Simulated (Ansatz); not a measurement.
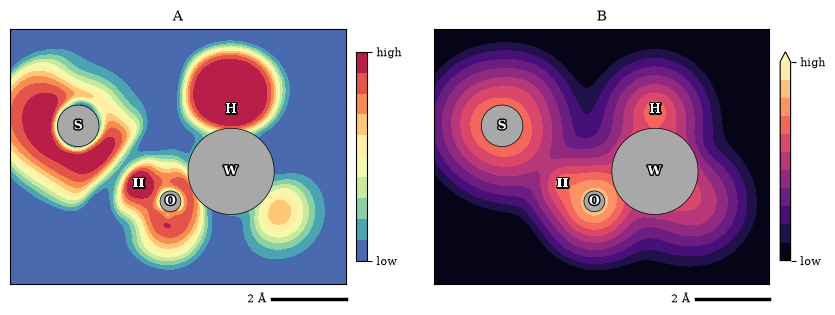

H6OW···H2S: 2 fields on the plane of atoms W1, O7 and H8, with unlabelled colour scales. Grey discs cover the atomic cores.

Core potentials replace the inner electrons of W.

These are results of Ansatz 0.2.0, RKS PBE0-D4/def2-SVP, not measurements.

> Match the panels to the quantities (electron density and electron localisation function).

Panel A: electron localisation function. Panel B: electron density. From the grid: S9···H8 (2.26 Å): the density falls to about 0.17 e/Å³ on the way; the ELF dips to about 0.20 between them; a closed-shell contact with the geometry of a hydrogen bond. W–O (1.83 Å): the density is about 1.2 e/Å³ at the midpoint; the ELF peaks at about 0.85 in the valence shell of O, 0.5 Å from its nucleus, and drops to about 0.25 between the two atoms.
